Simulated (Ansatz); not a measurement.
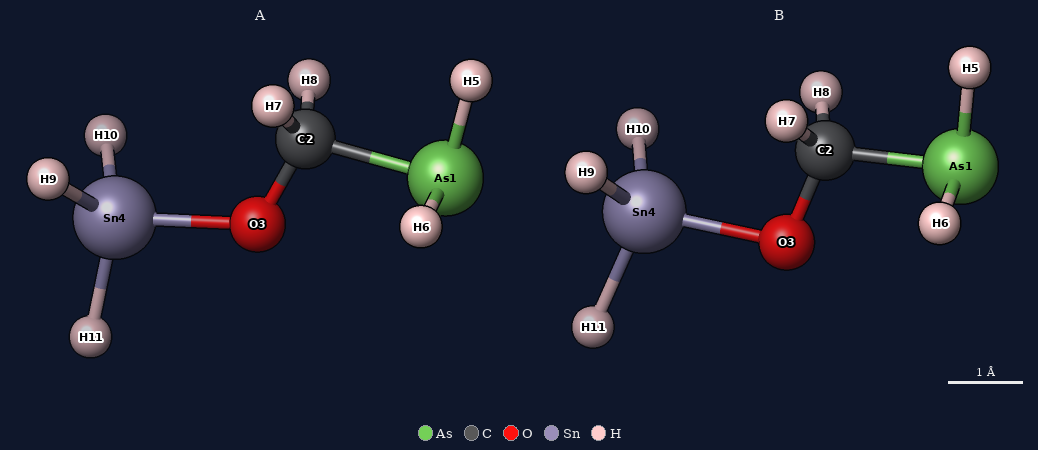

Two geometries of CH7AsOSn, drawn at one scale. One is the start of a relaxation, the other its converged end. A ball-and-stick model, seen at a tilt.

The calculation used RKS PBE/def2-SVP (Ansatz 0.2.0). Set-up: no spin polarisation; force threshold 0.015 eV/Å; at most 40 steps.

### Which geometry has the lower energy?

Structure A is the relaxed one. The run prepares an end point of a later path (inversion) calculation, from a guessed geometry. The atom that moves furthest after the best rigid fit is H5 (0.33 Å). By element the largest moves are H 0.33 Å, O 0.28 Å, Sn 0.19 Å, C 0.17 Å, As 0.17 Å. Some distances before and after: As1–C2 1.908 → 2.019 Å, Sn4–H11 1.816 → 1.720 Å, Sn4–H9 1.672 → 1.732 Å, As1–H6 1.586 → 1.542 Å. Bond angles that change, for instance: C2–O3–Sn4 103.6° → 119.7°, H10–Sn4–H11 107.8° → 113.5°, H9–Sn4–H11 110.6° → 113.4°. The energy falls by 0.328 eV in 7 geometry steps. Largest force component: 1.6 eV/Å at the start, 0.0075 eV/Å at the end. The run took 17 s on 2 threads of Intel(R) Xeon(R) Platinum 8488C (Sapphire Rapids), with other jobs on the host, peak memory 0.19 GiB.
